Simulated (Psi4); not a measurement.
**C2H3P (ethynylphosphane): a first try and a second**

Wanted: the excited states of C2H3P (ethynylphosphane), TDA-B3PW91/pcseg-0 (density fitting, tdscf states 5, tdscf tda yes, tdscf triplets also, triplets also).

The calculation is run with Psi4 1.11.

1 further run of the same task is left out (set aside as unsound or not needed).

### 1 The structure to begin with

C2H3P has 6 atoms, charge 0, and is taken as a singlet. As SMILES, `C#CP`. The coordinates come from a GFN2-xTB relaxation.

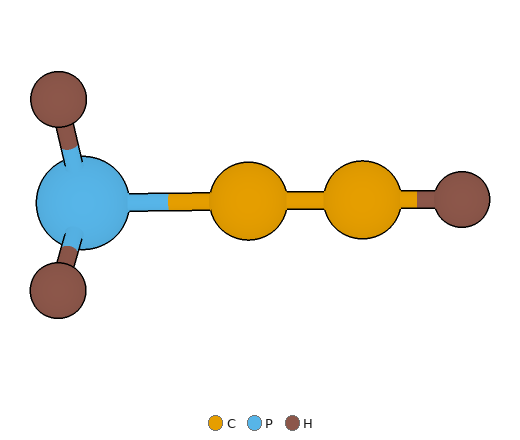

Viewed from a chosen angle; carbon amber, phosphorus blue, hydrogen brown.

### 2 First attempt

File c2h3p.inp:

```
memory 1600 mb

molecule {
  0 1
  C     -1.317670    -0.882830    -0.123830
  C     -0.242190    -0.365280     0.019160
  P      1.392860     0.234230     0.296320
  H     -2.272100    -1.295750    -0.273880
  H      1.462050     0.935690    -0.914690
  H      0.977060     1.373930     0.996910
  symmetry c1
}

set {
  basis pcseg-0
  scf_type df
  tdscf_states 5
  tdscf_tda true
  tdscf_triplets also
  functional b3lyp
}

e = energy('td-b3pw91')
print_variables()
```

The run is started by

```
$ psi4 -i c2h3p.inp -o c2h3p.out -n 1
```

c2h3p.out:

```text
Psi4 1.11 release

Error: option FUNCTIONAL is not contained in the list of available options.

Did you mean?

RuntimeError:
Fatal Error: FUNCTIONAL is not a valid option.

Printing out the relevant lines from the Psithon --> Python processed input file:
    core.set_global_option("BASIS", "pcseg-0")
    core.set_global_option("SCF_TYPE", "df")
    core.set_global_option("TDSCF_STATES", 5)
    core.set_global_option("TDSCF_TDA", "true")
    core.set_global_option("TDSCF_TRIPLETS", "also")
--> core.set_global_option("FUNCTIONAL", "b3lyp")
    e = energy('td-b3pw91')
    print_variables()

!----------------------------------------------------------------------------------!
!                                                                                  !
! Fatal Error: FUNCTIONAL is not a valid option.                                   !
!                                                                                  !
!----------------------------------------------------------------------------------!

    Psi4 run time: 0:00:00.01
```

Wall time 0.66 s (1 thread of Intel Xeon 6975P-C (Granite Rapids), shared host); peak memory 0.14 GiB.

### 3 What went wrong

The program refused the input.

The telling line is `Fatal Error: FUNCTIONAL is not a valid option.`. The cause is that the input text is malformed or holds a word that the program doesn't know.

### 4 Try two

File input.in:

```
memory 1600 MB

molecule {
  C     -1.317670    -0.882830    -0.123830
  C     -0.242190    -0.365280     0.019160
  P      1.392860     0.234230     0.296320
  H     -2.272100    -1.295750    -0.273880
  H      1.462050     0.935690    -0.914690
  H      0.977060     1.373930     0.996910
  symmetry c1
}

set globals {
  basis pcseg-0
  scf_type df
  tdscf_states 5
  tdscf_tda true
  tdscf_triplets also
}

e = energy("td-b3pw91")
```

The run is started by

```
$ psi4 -i input.in -o input.out -n 1
```

input.out (excerpt; [...] marks lines left out):

```text
[...]
  Running in c1 symmetry.
[...]
  Nuclear repulsion =   81.757481140814235
[...]
  Multiplicity = 1
[...]
  Nalpha       = 15
  Nbeta        = 15
[...]
    Number of basis functions: 37
[...]
   @DF-RKS iter   1:  -418.46608067985744   -2.44275e-01   1.30472e-02 ADIIS/DIIS
[...]
   @DF-RKS iter   8:  -418.59975376812633   -1.10728e-08   3.33387e-07 DIIS
[...]
  @DF-RKS Final Energy:  -418.59975376812633
   => Energetics <=
    Nuclear Repulsion Energy =             81.7574811408142352
    One-Electron Energy =                -736.7041437217515067
    Two-Electron Energy =                 264.5635685409639564
    DFT Exchange-Correlation Energy =     -28.2166597281529867
    Empirical Dispersion Energy =           0.0000000000000000
    VV10 Nonlocal Energy =                  0.0000000000000000
    Total Energy =                       -418.5997537681263339
[...]
 Multipole Moments:
 ------------------------------------------------------------------------------------
     Multipole            Electronic (a.u.)      Nuclear  (a.u.)        Total (a.u.)
 ------------------------------------------------------------------------------------
 L = 1.  Multiply by 2.5417464519 to convert [e a0] to [Debye]
 Dipole X            :          1.6713384           -1.9273570           -0.2560186
 Dipole Y            :         -0.5703985            0.9535891            0.3831906
 Dipole Z            :          0.5525477           -0.7044915           -0.1519438
 Magnitude           :                                                    0.4852499
[...]
**********                               WARNING                                **********
**********       The names of excited state variables changed between 1.5       **********
[...]
**********                               WARNING                                **********
**********  Length-gauge rotatory strengths are **NOT** gauge-origin invariant  **********
[...]
                                    Excitation Energy         Total Energy        Oscillator Strength             Rotatory Strength
[...]
Excited State    1 (3 A):   0.19346 au   235.52 nm f = 0.0000
[...]
Excited State    2 (3 A):   0.19931 au   228.61 nm f = 0.0000
[...]
Excited State    3 (1 A):   0.22447 au   202.98 nm f = 0.0167
[...]
Excited State    4 (1 A):   0.24521 au   185.81 nm f = 0.0430
[...]
Excited State    5 (1 A):   0.26379 au   172.73 nm f = 0.0109
[...]
```

It took 8.1 s on 1 thread of Intel Xeon 6975P-C (Granite Rapids), shared host; peak memory 0.33 GiB.

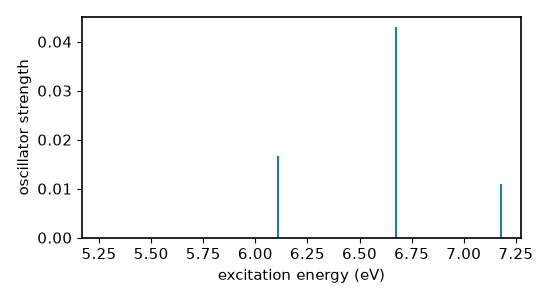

Vertical excitations as sticks.

The roots found:

```tsv
excited state	energy (eV)	strength	label
1	5.264	0.0000	A 3
2	5.423	0.0000	A 3
3	6.108	0.0167	A 1
4	6.673	0.0430	A 1
5	7.178	0.0109	A 1
```

### 5 Outcome

At TDA-B3PW91/pcseg-0 (density fitting, tdscf states 5, tdscf tda yes, tdscf triplets also, triplets also):

| quantity | value |
| --- | --- |
| ground-state or mean-field energy | -418.59975 Eh |
| dipole moment (B3PW91 Kohn–Sham density) | 1.23 D |
| HOMO energy (B3PW91 Kohn–Sham orbitals) | -7.17 eV |
| LUMO energy (B3PW91 Kohn–Sham orbitals) | 0.14 eV |
| HOMO–LUMO gap (B3PW91 Kohn–Sham orbitals) | 7.32 eV |
| lowest excitation energy | 5.26 eV |

What this shows: The brightest of the 5 transitions from the ground state lies at 6.67 eV (186 nm, f = 0.043); the lowest, at 5.26 eV, has f = 0.000. Roots above 7.2 eV lie over the negative of the HOMO energy, where those of Rydberg kind are poorly described; valence roots are less touched.
